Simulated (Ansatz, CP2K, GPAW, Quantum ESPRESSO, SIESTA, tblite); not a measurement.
# Running twisted graphene monolayer on bilayer, 77.90° (186 atoms) with CP2K, part 2 of 2

How do the settings of CP2K change the result for twisted graphene monolayer on bilayer, 77.90° (186 atoms)? A plane-wave run serves as the yardstick.

Program: CP2K 2026.2; the method stands at each step. Banners, paths, timers and routine set-up lines are dropped from the logs unmarked, and long logs keep their key lines alone; longer cuts are marked.

So far, r.m.s. force component (eV/Å): step 2 (PBE, DZVP-MOLOPT-SR, 450/50 Ry, diagonalisation) 1.89; step 3 (GFN1-xTB, diagonalisation) 1.79.

## (4) PBE, TZVP-MOLOPT, 450/50 Ry, diagonalisation

Method: Kohn-Sham DFT, PBE, GTH-PBE pseudopotentials, Gaussian and plane waves, TZVP-MOLOPT-GTH, diagonalisation.

Input file input.inp:

```
&GLOBAL
  PROJECT cell
  RUN_TYPE ENERGY_FORCE
  PRINT_LEVEL LOW
&END GLOBAL
&FORCE_EVAL
  METHOD QS
  &DFT
    BASIS_SET_FILE_NAME BASIS_MOLOPT
    POTENTIAL_FILE_NAME GTH_POTENTIALS
    &MGRID
      CUTOFF 450
      REL_CUTOFF 50
    &END MGRID
    &QS
      EPS_DEFAULT 1.0E-12
    &END QS
    &SCF
      SCF_GUESS ATOMIC
      EPS_SCF 5.0E-06
      MAX_SCF 200
      ADDED_MOS 83
      &DIAGONALIZATION
        ALGORITHM STANDARD
      &END DIAGONALIZATION
      &SMEAR ON
        METHOD FERMI_DIRAC
        ELECTRONIC_TEMPERATURE [K] 580
      &END SMEAR
      &MIXING
        METHOD BROYDEN_MIXING
        ALPHA 0.2
        NBROYDEN 12
        BETA 0.05
      &END MIXING
      &PRINT
        &RESTART OFF
        &END RESTART
      &END PRINT
    &END SCF
    &XC
      &XC_FUNCTIONAL PBE
      &END XC_FUNCTIONAL
    &END XC
    &PRINT
      &MULLIKEN ON
      &END MULLIKEN
      &HIRSHFELD ON
        SHAPE_FUNCTION DENSITY
      &END HIRSHFELD
      &MO ON
        EIGENVALUES T
        OCCUPATION_NUMBERS T
        MO_INDEX_RANGE 361 384
        &EACH
          QS_SCF 0
        &END EACH
        ADD_LAST NUMERIC
      &END MO
    &END PRINT
  &END DFT
  &SUBSYS
    &CELL
      A 13.69670 0.00000 0.00000
      B -6.84835 11.86169 0.00000
      C 0.00000 0.00000 20.69000
    &END CELL
    &COORD
      SCALED
      C 0.07488 0.11548 0.33685
      C 0.11515 0.04254 0.33622
      C 0.10925 0.31455 0.33624
      C 0.14746 0.23555 0.33634
      C 0.14220 0.50389 0.33532
      C 0.17673 0.42610 0.33521
      C 0.17336 0.69873 0.33914
      C 0.21266 0.62453 0.33723
      C 0.20412 0.89053 0.33869
      C 0.25264 0.82109 0.33676
      C 0.23285 0.08845 0.33571
      C 0.27480 0.00787 0.33569
      C 0.27001 0.28047 0.33466
      C 0.30830 0.20330 0.33410
      C 0.29500 0.47081 0.33612
      C 0.34444 0.40043 0.33607
      C 0.33509 0.66655 0.33721
      C 0.37902 0.59239 0.33621
      C 0.36550 0.85650 0.33892
      C 0.41164 0.78517 0.33376
[... 162 atom lines left out ...]
      C 0.04564 0.39398 0.66299
      C 0.01363 0.27939 0.66328
      C 0.08490 0.23963 0.66319
      C 0.04112 0.11984 0.66441
    &END COORD
    &KIND C
      BASIS_SET TZVP-MOLOPT-GTH-q4
      POTENTIAL GTH-PBE-q4
    &END KIND
  &END SUBSYS
  &PRINT
    &FORCES ON
    &END FORCES
  &END PRINT
&END FORCE_EVAL
```

On the command line:

```sh
$ OMP_NUM_THREADS=1 mpirun -np 4 cp2k.psmp -i input.inp > output.txt
```

Numbers of over 12 decimals in the logs are rounded to 6 here.

Log:

```text
CP2K| version string:                                       CP2K version 2026.2
 CP2K| Input file name                                                 input.inp
 GLOBAL| Basis set file name                                        BASIS_MOLOPT
 GLOBAL| Potential file name                                      GTH_POTENTIALS
[... lines left out ...]
                        Smear method:                                FERMI_DIRAC
[... lines left out ...]
 Number of electrons:                                                        744
[... lines left out ...]
  Step     Update method      Time    Convergence         Total energy    Change
[... lines left out ...]
  *** SCF run converged in    14 steps ***
[... lines left out ...]
  Fermi energy:                                                 0.018916
  Total energy:                                             -1059.115860
  Total energy (extrapolated to T->0):                      -1059.115860
[... lines left out ...]
 MO| E(Fermi):            0.018916 a.u.          0.514743 eV
[... lines left out ...]
    186       C      1       4.000          3.996                         0.004
  Total Charge                                                           -0.000
 !-----------------------------------------------------------------------------!
 ENERGY| Total FORCE_EVAL ( QS ) energy [hartree]          -1059.116022
 FORCES| Atomic forces [hartree/bohr]
 FORCES|   Atom     x               y               z               |f|
 FORCES|      1 -7.17201954E-02  3.44026170E-02 -3.80179330E-03   7.96352945E-02
 FORCES|      2  3.87131248E-02  1.76757059E-04  2.56569205E-04   3.87143785E-02
 FORCES|      3 -4.53531586E-02 -9.09930846E-02 -2.65108415E-03   1.01703877E-01
[...]
FORCES|    185  1.04077078E-01 -2.01012916E-02 -1.44534801E-03   1.06010326E-01
 FORCES|    186  1.00947149E-02 -6.68996904E-03 -9.38177384E-03   1.53191591E-02
 FORCES| Sum    -5.48673359E-05  2.65305686E-05 -1.66774390E-04
 FORCES| Total atomic force                                       1.77561237E-04
```

The job ended after 29 min (4 MPI ranks of Arm Neoverse V1, shared host; peak memory 10 GiB; 1.9 h of CPU time).

Compared with the plane-wave run:

```
r.m.s. force component                  : 1.872 eV/Å
r.m.s. difference of force components   : 13.9 meV/Å
longest difference of force vectors     : 53.02 meV/Å
force difference over r.m.s. force      : 0.7464 %
slope of forces against the reference's : 1.005
correlation of force components         : 1
```

Against the first run (1.8 %), the force difference from the reference is 0.75 %, at 8.7 times the CPU time, with 3162 basis functions against 2418: the larger basis brings the forces nearer.

## (5) PBE, TZVP-UZH, 450/50 Ry, diagonalisation

Method: Kohn-Sham DFT, PBE, GTH-PBE pseudopotentials, Gaussian and plane waves, TZVP-MOLOPT (UZH set), diagonalisation.

input.inp, as its differences from that of step 4:

```diff
@@ -8,4 +8,4 @@
   &DFT
-    BASIS_SET_FILE_NAME BASIS_MOLOPT
-    POTENTIAL_FILE_NAME GTH_POTENTIALS
+    BASIS_SET_FILE_NAME BASIS_MOLOPT_UZH
+    POTENTIAL_FILE_NAME POTENTIAL_UZH
     &MGRID
@@ -68,3 +68,2 @@
     &COORD
-      SCALED
 [... 186 atom lines left out: the same atoms as in the first run ...]
@@ -72,3 +71,3 @@
     &KIND C
-      BASIS_SET TZVP-MOLOPT-GTH-q4
+      BASIS_SET TZVP-MOLOPT-PBE-GTH-q4
       POTENTIAL GTH-PBE-q4
```

Log:

```text
CP2K| version string:                                       CP2K version 2026.2
 CP2K| Input file name                                                 input.inp
 GLOBAL| Basis set file name                                    BASIS_MOLOPT_UZH
 GLOBAL| Potential file name                                       POTENTIAL_UZH
 GLOBAL| Run type                                                   ENERGY_FORCE
 GLOBAL| Total number of message passing processes                             4
 GLOBAL| Number of threads for this process                                    1
[... lines left out ...]
                        Smear method:                                FERMI_DIRAC
[... lines left out ...]
 Number of electrons:                                                        744
[... lines left out ...]
  Step     Update method      Time    Convergence         Total energy    Change
[... lines left out ...]
  *** SCF run converged in    14 steps ***
[... lines left out ...]
  Fermi energy:                                                 0.020702
  Total energy:                                             -1058.764612
  Total energy (extrapolated to T->0):                      -1058.764612
[... lines left out ...]
 MO| E(Fermi):            0.020702 a.u.          0.563328 eV
[... lines left out ...]
                           Hirshfeld Charges
  #Atom  Element  Kind  Ref Charge     Population                    Net charge
      1       C      1       4.000          3.999                         0.001
      2       C      1       4.000          4.006                        -0.006
      3       C      1       4.000          4.001                        -0.001
[...]
185       C      1       4.000          4.001                        -0.001
    186       C      1       4.000          3.996                         0.004
  Total Charge                                                           -0.000
 !-----------------------------------------------------------------------------!
 ENERGY| Total FORCE_EVAL ( QS ) energy [hartree]          -1058.764749
 FORCES| Atomic forces [hartree/bohr]
 FORCES|   Atom     x               y               z               |f|
 FORCES|      1 -7.23162485E-02  3.46266690E-02 -3.99718268E-03   8.02784123E-02
 FORCES|      2  3.89747519E-02  1.54362205E-04  1.56784634E-04   3.89753729E-02
 FORCES|      3 -4.58347217E-02 -9.16792691E-02 -2.81727736E-03   1.02537053E-01
[...]
FORCES|    185  1.05054620E-01 -2.01924532E-02 -1.30258698E-03   1.06985537E-01
 FORCES|    186  9.99266157E-03 -6.64703782E-03 -9.24790130E-03   1.51512401E-02
 FORCES| Sum    -2.89725790E-05  9.39715534E-06 -1.69244440E-04
 FORCES| Total atomic force                                       1.71963361E-04
```

Elapsed: 4.9 min, on 4 MPI ranks; peak memory 9.7 GiB.

Numbers from this run, and their distance from the reference:

| Property | Result |
| --- | --- |
| r.m.s. force component | 1.889 eV/Å |
| r.m.s. difference of force components | 28.67 meV/Å |
| longest difference of force vectors | 113.7 meV/Å |
| force difference over r.m.s. force | 1.539 % |
| slope of forces against the reference's | 1.014 |
| correlation of force components | 1 |

Against the first run (1.8 %), the force difference from the reference is 1.5 %, at 1.5 times the CPU time, with 3162 basis functions against 2418; this set comes with other potentials too, so the change isn't the basis's alone.

## (6) PBE, SZV-MOLOPT-SR, 450/50 Ry, diagonalisation

Method: Kohn-Sham DFT, PBE, GTH-PBE pseudopotentials, Gaussian and plane waves, SZV-MOLOPT-SR-GTH, diagonalisation.

input.inp, as its differences from that of step 5:

```diff
@@ -8,4 +8,4 @@
   &DFT
-    BASIS_SET_FILE_NAME BASIS_MOLOPT_UZH
-    POTENTIAL_FILE_NAME POTENTIAL_UZH
+    BASIS_SET_FILE_NAME BASIS_MOLOPT
+    POTENTIAL_FILE_NAME GTH_POTENTIALS
     &MGRID
@@ -71,3 +71,3 @@
     &KIND C
-      BASIS_SET TZVP-MOLOPT-PBE-GTH-q4
+      BASIS_SET SZV-MOLOPT-SR-GTH-q4
       POTENTIAL GTH-PBE-q4
```

On the command line:

```sh
$ OMP_NUM_THREADS=2 cp2k.psmp -i input.inp > output.txt
```

Log:

```text
CP2K| version string:                                       CP2K version 2026.2
 CP2K| Input file name                                                 input.inp
 GLOBAL| Basis set file name                                        BASIS_MOLOPT
 GLOBAL| Potential file name                                      GTH_POTENTIALS
 GLOBAL| Run type                                                   ENERGY_FORCE
 GLOBAL| Total number of message passing processes                             1
 GLOBAL| Number of threads for this process                                    2
[... lines left out ...]
                        Smear method:                                FERMI_DIRAC
[... lines left out ...]
 Number of electrons:                                                        744
[... lines left out ...]
  Step     Update method      Time    Convergence         Total energy    Change
[... lines left out ...]
  *** SCF run converged in    12 steps ***
[... lines left out ...]
  Fermi energy:                                                 0.053103
  Total energy:                                             -1055.694081
  Total energy (extrapolated to T->0):                      -1055.694081
[... lines left out ...]
 MO| E(Fermi):            0.053103 a.u.          1.444997 eV
[... lines left out ...]
                           Hirshfeld Charges
  #Atom  Element  Kind  Ref Charge     Population                    Net charge
      1       C      1       4.000          4.000                         0.000
      2       C      1       4.000          4.005                        -0.005
      3       C      1       4.000          4.002                        -0.002
[...]
185       C      1       4.000          4.002                        -0.002
    186       C      1       4.000          3.996                         0.004
  Total Charge                                                           -0.000
 !-----------------------------------------------------------------------------!
 ENERGY| Total FORCE_EVAL ( QS ) energy [hartree]          -1055.693988
 FORCES| Atomic forces [hartree/bohr]
 FORCES|   Atom     x               y               z               |f|
 FORCES|      1 -8.85364746E-02  4.39051585E-02 -4.95920184E-03   9.89493000E-02
 FORCES|      2  4.63770119E-02 -2.89693824E-03  5.90965187E-04   4.64711601E-02
 FORCES|      3 -5.47134969E-02 -1.14892103E-01 -3.38228763E-03   1.27299654E-01
[...]
FORCES|    185  1.33030173E-01 -2.58006830E-02 -1.86004113E-03   1.35521814E-01
 FORCES|    186  1.29563642E-02 -5.50003348E-03 -1.14102030E-02   1.81193398E-02
 FORCES| Sum    -7.06984220E-05  1.04440588E-05 -3.45592937E-05
 FORCES| Total atomic force                                       7.93831848E-05
```

It took 3 min on 2 threads; peak memory 6.6 GiB.

Numbers from this run, and their distance from the reference:

| Item | Value |
| --- | --- |
| r.m.s. force component | 2.349 eV/Å |
| r.m.s. difference of force components | 490.8 meV/Å |
| longest difference of force vectors | 2892 meV/Å |
| force difference over r.m.s. force | 26.35 % |
| slope of forces against the reference's | 1.261 |
| correlation of force components | 0.9995 |

This is a coarse setting, run to see what it loses.

Against the first run (1.8 %), the force difference from the reference is 26 %, at 0.41 times the CPU time (on 2 against 4 cores), with 744 basis functions against 2418: the smaller basis costs accuracy.

## (7) Another try, on a changed input

input.inp, as its differences from that of step 6:

```diff
@@ -19,5 +19,4 @@
       SCF_GUESS ATOMIC
-      EPS_SCF 5.0E-06
-      MAX_SCF 200
-      ADDED_MOS 83
+      EPS_SCF 1.0E-06
+      MAX_SCF 50
       &DIAGONALIZATION
@@ -31,5 +30,4 @@
         METHOD BROYDEN_MIXING
-        ALPHA 0.2
-        NBROYDEN 12
-        BETA 0.05
+        ALPHA 0.15
+        NBROYDEN 8
       &END MIXING
@@ -53,3 +51,3 @@
         OCCUPATION_NUMBERS T
-        MO_INDEX_RANGE 361 384
+        MO_INDEX_RANGE 361 372
         &EACH
@@ -68,2 +66,3 @@
     &COORD
+      SCALED
 [... 186 atom lines left out: the same atoms as in the first run ...]
@@ -71,3 +70,3 @@
     &KIND C
-      BASIS_SET SZV-MOLOPT-SR-GTH-q4
+      BASIS_SET DZVP-MOLOPT-SR-GTH-q4
       POTENTIAL GTH-PBE-q4
```

On the command line:

```sh
$ OMP_NUM_THREADS=1 mpirun -np 4 cp2k.psmp -i input.inp > output.txt
```

Log:

```text
CP2K| version string:                                       CP2K version 2026.2
 CP2K| Input file name                                                 input.inp
 GLOBAL| Basis set file name                                        BASIS_MOLOPT
 GLOBAL| Potential file name                                      GTH_POTENTIALS
 GLOBAL| Run type                                                   ENERGY_FORCE
 GLOBAL| Total number of message passing processes                             4
 GLOBAL| Number of threads for this process                                    1
 *   ___                                                                       *
 *  /   \                                                                      *
 * [ABORT]                                                                     *
 *  \___/             Extra MOs (ADDED_MOS) are required for smearing          *
 *    |                                                                        *
 *  O/|                                                                        *
 * /| |                                                                        *
```

Wall time 0.74 s (4 MPI ranks); peak memory 0.81 GiB; 2.1 s of CPU time.

The program stopped at the start. The fault in the input: smearing without added orbitals (added orbitals 0).

## (8) Side by side

Differences are against the plane-wave reference, forces as r.m.s. over components; share is that over the reference's r.m.s. force, slope the least-squares factor from reference forces to these. Total energies of different programs have different zeros and aren't compared.

| run | Δ force, r.m.s. (meV/Å) | share (%) | slope | cores | CPU time | memory (GiB) |
| --- | --- | --- | --- | --- | --- | --- |
| reference | - | - | - | 4 | 7.3 min | 4.5 |
| CP2K PBE, DZVP-MOLOPT-SR, 450/50 Ry, diagonalisation | 34.2 | 1.84 | 1.016 | 4 | 13 min | 8.8 |
| CP2K GFN1-xTB, diagonalisation | 119 | 6.40 | 0.960 | 2 | 12 s | 0.3 |
| CP2K PBE, TZVP-MOLOPT, 450/50 Ry, diagonalisation | 13.9 | 0.746 | 1.005 | 4 | 1.9 h | 10.0 |
| CP2K PBE, TZVP-UZH, 450/50 Ry, diagonalisation | 28.7 | 1.54 | 1.014 | 4 | 20 min | 9.7 |
| CP2K PBE, SZV-MOLOPT-SR, 450/50 Ry, diagonalisation (coarse) | 491 | 26.4 | 1.261 | 2 | 5.4 min | 6.6 |

Rows marked coarse were listed beforehand as settings not expected to be converged; some can still land near the reference.

CPU time is summed over cores on a shared host, where runs went side by side, so it is rough. Symmetry, cutoffs, thresholds, outputs and thread counts weren't matched or tuned between programs; memory under MPI is the largest rank's times the ranks.

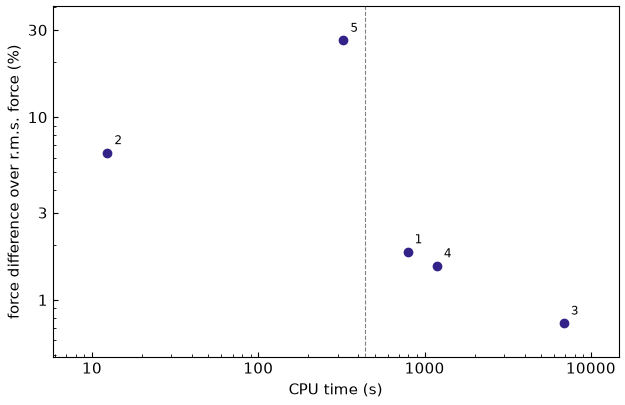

Force difference against CPU time; the dashed line marks the reference's time. Points: 1 CP2K PBE, DZVP-MOLOPT-SR, 450/50 Ry, diagonalisation; 2 CP2K GFN1-xTB, diagonalisation; 3 CP2K PBE, TZVP-MOLOPT, 450/50 Ry, diagonalisation; 4 CP2K PBE, TZVP-UZH, 450/50 Ry, diagonalisation; 5 CP2K PBE, SZV-MOLOPT-SR, 450/50 Ry, diagonalisation.

## (9) Outcome

| Item | Value |
| --- | --- |
| nearest in forces | CP2K PBE, TZVP-MOLOPT, 450/50 Ry, diagonalisation, 0.75 % |
| its CPU time | 1.9 h |

**Reading.** The PBE runs in local orbitals, coarse settings apart, differ by 0.75 % (CP2K PBE, TZVP-MOLOPT, 450/50 Ry, diagonalisation) to 1.8 % (CP2K PBE, DZVP-MOLOPT-SR, 450/50 Ry, diagonalisation); basis, grid and potentials can all enter. Tight binding differs by 6.4 % (CP2K GFN1-xTB, diagonalisation); it is another model, with fitted parameters of its own, and the xTB methods hold dispersion. Runs with settings chosen to be coarse differ by 26 % (CP2K PBE, SZV-MOLOPT-SR, 450/50 Ry, diagonalisation), their programs' other errors included. One electronic-structure run takes under half the reference's CPU time: CP2K GFN1-xTB, diagonalisation, at 6.4 % in 12 s against 7.3 min. CP2K PBE, SZV-MOLOPT-SR, 450/50 Ry, diagonalisation stiffens the forces by a factor of 1.26 while following their directions (correlation 1.000); the slopes of the 5 CP2K runs lie between 0.96 and 1.26. Periodic xTB results under one method name differ between programs and library versions. The reference's PBE has no dispersion term, which matters for the binding between molecules or layers. One k-point is far too coarse for the carbon or group-IV sheet, and it can put spurious forces of up to about 1 eV/Å on the sheet's atoms. The electronic-structure runs sample only Γ, in a cell whose shortest periodic width is 12 Å.

[Also dropped from logs without a mark: logging warnings of Python, and SIESTA's first energy breakdown and zero terms.]

[Logs are printed without paths, hosts, clocks, repeated set-up lines and the standing remarks that a program may print on its own settings, such as how far it seeks lower states.]

[Hosts, paths, dates, database ids (printed as entryN), source tags and the programs' standing remarks are cut or masked in the printed files.]
